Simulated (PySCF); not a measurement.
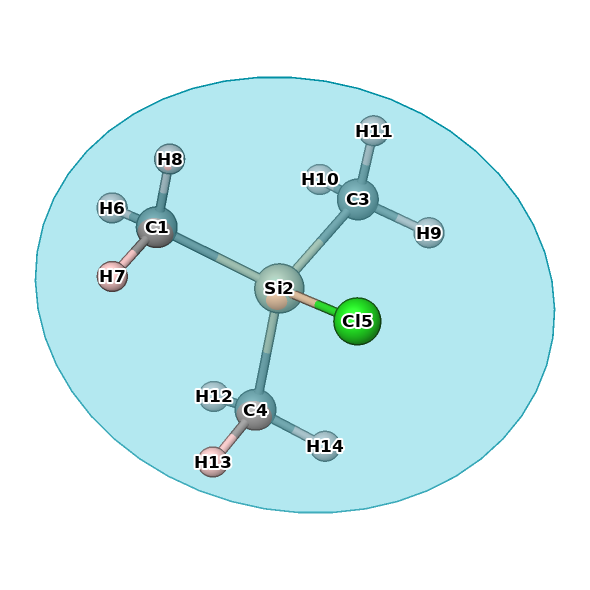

A disc through the centre of mass is drawn in. Distant atoms are faded towards the background colour. Computed geometry: GFN2-xTB optimisation. No frequency run is at hand to confirm it as a minimum.

Question: Is the plane of the disc a mirror plane of the structure?

Answer: No. The point group is C3v, with 1 C3 axis and 3 mirror planes, and this plane isn't one of its mirror planes.
